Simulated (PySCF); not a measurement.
**C3H6N2OSi: a changed input and its effect**

System: C3H6N2OSi.
Method of run A: GIAO PBE0/pcSseg-1 NMR shielding, non-relativistic, IEF-PCM benzene (PySCF 2.14.0).

The geometry comes from this level: PBE0-D3(BJ)/def2-SVP. Text and figures count atoms from 1; the logs count them from 0 in places.

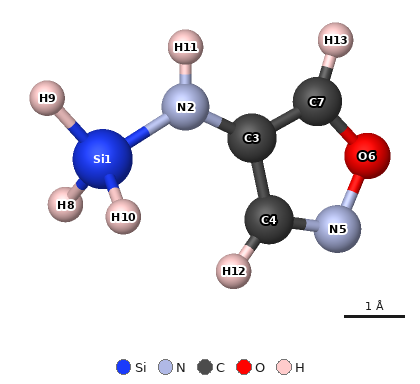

Figure 1. The structure (ball-and-stick view, seen at a tilt; atoms are numbered from 1 in the order of the input).

**Input, run A**
```
{"job": {"kind": "nmr", "xc": "PBE0", "basis": "pcSseg-1", "solvent": "benzene", "pop": true}, "charge": 0, "multiplicity": 1}
Si    -1.844939    -0.060513     1.195139
N     -0.571276     0.773930     0.340108
C      0.758469     0.402382     0.285338
C      1.385021    -0.687654     0.964930
N      2.661784    -0.760024     0.690054
O      2.925666     0.253859    -0.159594
C      1.805020     0.951961    -0.405790
H     -1.982257    -1.474263     0.728821
H     -3.084972     0.710724     0.901466
H     -1.591554    -0.094321     2.668137
H     -0.807977     1.598148    -0.196679
H      0.939791    -1.417077     1.642700
H      1.896992     1.799736    -1.080026
```

The first line tells a small driver script what to run in PySCF; the rest is the geometry in Å.

Launched with:
```bash
OMP_NUM_THREADS=1 python <driver script> task.json out
```

Hardware: 1 CPU thread, shared host.

**Output (run A)**
```
coarse grid: 11816 points
cycle   1  E = -591.5142062493  dE =  1.170e+00  |g| = 4.070e-01  |ddm| = 3.507e+00
cycle   2  E = -591.5029404478  dE =  1.127e-02  |g| = 4.891e-01  |ddm| = 6.495e-01
cycle   3  E = -591.5442924720  dE = -4.135e-02  |g| = 1.120e-01  |ddm| = 3.620e-01
cycle   4  E = -591.5462953142  dE = -2.003e-03  |g| = 3.935e-02  |ddm| = 8.594e-02
cycle   5  E = -591.5466007806  dE = -3.055e-04  |g| = 1.185e-02  |ddm| = 3.831e-02
cycle   6  E = -591.5466306267  dE = -2.985e-05  |g| = 3.307e-03  |ddm| = 1.231e-02
cycle   7  E = -591.5466331691  dE = -2.542e-06  |g| = 5.717e-04  |ddm| = 3.049e-03
final grid: 110976 points
cycle   8  E = -591.5937007967  dE = -1.428e-05  |g| = 1.094e-02  |ddm| = 2.605e-02
cycle   9  E = -591.5936563137  dE =  4.448e-05  |g| = 1.912e-02  |ddm| = 1.822e-02
cycle  10  E = -591.5937218528  dE = -6.554e-05  |g| = 1.953e-03  |ddm| = 1.228e-02
cycle  11  E = -591.5937227255  dE = -8.727e-07  |g| = 2.766e-04  |ddm| = 1.729e-03
cycle  12  E = -591.5937227402  dE = -1.468e-08  |g| = 1.227e-04  |ddm| = 2.952e-04
cycle  13  E = -591.5937227438  dE = -3.593e-09  |g| = 2.253e-05  |ddm| = 1.181e-04
cycle  14  E = -591.5937227438  dE = -6.435e-11  |g| = 1.437e-05  |ddm| = 2.609e-05
converged SCF energy = -591.5937227438

GIAO shielding tensors (ppm)
atom      isotropic    diamagn.    paramagn.     s11        s22        s33       span
  0 Si     408.010     879.110    -471.100    365.799    391.492    466.740    100.941
  1 N      234.181     326.082     -91.901    201.540    228.669    272.333     70.794
  2 C       50.069     247.634    -197.565    -15.525     41.474    124.258    139.782
  3 C       39.453     250.043    -210.589    -64.036     53.338    129.059    193.095
  4 N     -146.570     319.788    -466.358   -373.970   -144.780     79.039    453.009
  5 O      -48.307     397.430    -445.737   -191.459   -112.982    159.520    350.979
  6 C       38.732     252.565    -213.833    -31.305     36.263    111.239    142.544
  7 H       26.412      29.034      -2.622     23.365     24.483     31.389      8.023
  8 H       26.570      28.167      -1.597     23.175     25.126     31.408      8.233
  9 H       26.383      28.148      -1.765     23.317     24.416     31.416      8.100
 10 H       28.667      33.392      -4.724     18.946     28.253     38.802     19.856
 11 H       23.149      29.461      -6.312     21.189     21.610     26.649      5.459
 12 H       23.111      29.806      -6.694     21.067     22.645     25.622      4.555
```

For run B the input was changed thus:
```diff
-"solvent": "benzene"
-"pop": true
+"solvent": "dimethylsulfoxide"
+"pop": false
```

How does run B compare with run A?

The total energy of run B is 4.1 kcal/mol lower: the change of the electrostatic solvation energy at this fixed geometry, without cavity or dispersion terms. The HOMO goes from −6.37 to −6.32 eV. The LUMO goes from −0.33 to −0.40 eV. The dipole moment goes from 4.46 to 5.11 D. Of all shieldings, the largest change is that of N5, by +12.7 ppm. The number of SCF iterations is the same.

**Output (run B)**
```
coarse grid: 11816 points
cycle   1  E = -591.5226506183  dE =  1.161e+00  |g| = 4.004e-01  |ddm| = 3.506e+00
cycle   2  E = -591.5124743046  dE =  1.018e-02  |g| = 4.737e-01  |ddm| = 6.324e-01
cycle   3  E = -591.5513090236  dE = -3.883e-02  |g| = 1.025e-01  |ddm| = 3.441e-01
cycle   4  E = -591.5530491087  dE = -1.740e-03  |g| = 3.165e-02  |ddm| = 7.547e-02
cycle   5  E = -591.5532330474  dE = -1.839e-04  |g| = 1.138e-02  |ddm| = 3.063e-02
cycle   6  E = -591.5532593438  dE = -2.630e-05  |g| = 2.924e-03  |ddm| = 1.100e-02
cycle   7  E = -591.5532613001  dE = -1.956e-06  |g| = 5.191e-04  |ddm| = 2.650e-03
final grid: 110976 points
cycle   8  E = -591.6002835030  dE = -1.474e-05  |g| = 1.081e-02  |ddm| = 2.607e-02
cycle   9  E = -591.6002437220  dE =  3.978e-05  |g| = 1.844e-02  |ddm| = 1.754e-02
cycle  10  E = -591.6003043179  dE = -6.060e-05  |g| = 1.691e-03  |ddm| = 1.136e-02
cycle  11  E = -591.6003049530  dE = -6.351e-07  |g| = 2.421e-04  |ddm| = 1.434e-03
cycle  12  E = -591.6003049642  dE = -1.116e-08  |g| = 1.119e-04  |ddm| = 2.629e-04
cycle  13  E = -591.6003049672  dE = -3.059e-09  |g| = 1.727e-05  |ddm| = 1.051e-04
cycle  14  E = -591.6003049673  dE = -4.138e-11  |g| = 8.927e-06  |ddm| = 1.715e-05
converged SCF energy = -591.6003049673

GIAO shielding tensors (ppm)
atom      isotropic    diamagn.    paramagn.     s11        s22        s33       span
  0 Si     407.788     879.046    -471.258    367.098    390.371    465.894     98.796
  1 N      233.773     326.222     -92.449    201.213    230.771    269.335     68.122
  2 C       49.413     246.976    -197.562    -15.535     40.185    123.589    139.124
  3 C       37.916     250.151    -212.235    -64.305     48.132    129.921    194.225
  4 N     -133.908     321.252    -455.160   -344.573   -138.928     81.776    426.348
  5 O      -41.441     398.030    -439.471   -181.174   -104.465    161.315    342.489
  6 C       37.223     252.505    -215.282    -31.771     31.360    112.081    143.852
  7 H       26.460      29.073      -2.614     23.415     24.541     31.423      8.008
  8 H       26.520      28.087      -1.567     23.124     25.064     31.372      8.247
  9 H       26.428      28.172      -1.744     23.363     24.472     31.448      8.085
 10 H       28.153      32.920      -4.767     18.438     27.485     38.535     20.097
 11 H       22.960      29.240      -6.280     20.905     21.574     26.399      5.494
 12 H       22.884      29.459      -6.574     20.626     22.631     25.395      4.769
```

**The two runs side by side**

| quantity | run A | run B |
| --- | --- | --- |
| outcome | converged | converged |
| total energy (hartree) | −591.593723 | −591.600305 |
| HOMO (eV) | −6.37 | −6.32 |
| LUMO (eV) | −0.33 | −0.40 |
| dipole moment (D) | 4.46 | 5.11 |
| shielding of N2 (ppm) | 234.2 | 233.8 |
| shielding of C3 (ppm) | 50.1 | 49.4 |
| shielding of C4 (ppm) | 39.5 | 37.9 |
| shielding of N5 (ppm) | −146.6 | −133.9 |
| shielding of O6 (ppm) | −48.3 | −41.4 |
| shielding of C7 (ppm) | 38.7 | 37.2 |
| shielding of H11 (ppm) | 28.7 | 28.2 |
| SCF iterations | 14 | 14 |
| basis functions | 156 | 156 |
| wall time (shared host) | 52 s | 43 s |
